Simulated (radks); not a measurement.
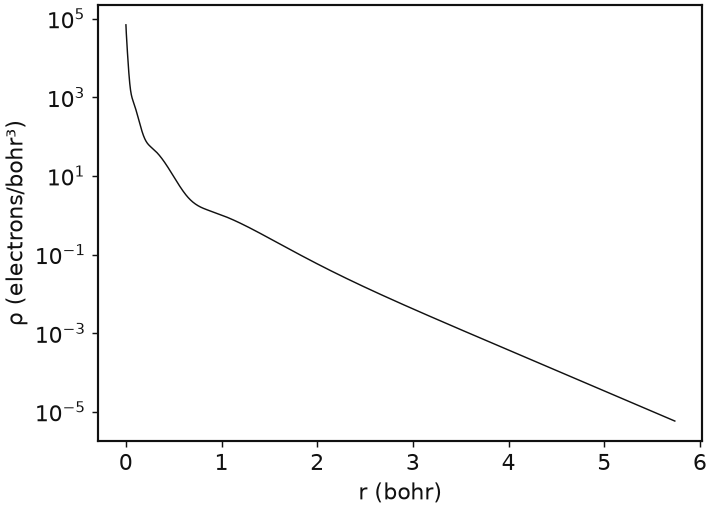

The technetium ion Tc²⁺ in the configuration [Kr] 4d5 (open shells shared over both j by 2j + 1). Level of theory: Dirac Kohn-Sham, Slater X-alpha with alpha = 0.667, spin-unpolarised, spherical densities, point nucleus. Computed with the in-house radial solver radks.

The plot shows the electron density ρ(r) on a logarithmic scale.

Describe it and give its main numbers.

Answer. The density falls from 70000 electrons/bohr³ at the inner end (r = 0.0012 bohr) to 0.001 at r = 3.59 bohr, a common measure of the size of an atom or ion. The highest occupied orbital, 4d5/2 (⟨r⟩ = 1.64 bohr, −21.2 eV), is also the most diffuse and sets the fall-off far out: over the last part drawn ln ρ falls by 2.4 per bohr, against 2√(−2ε) = 2.5 for the pure exponential. The steps in the slope mark the shells; the radial density has its minima at 0.048, 0.21 and 0.80 bohr.
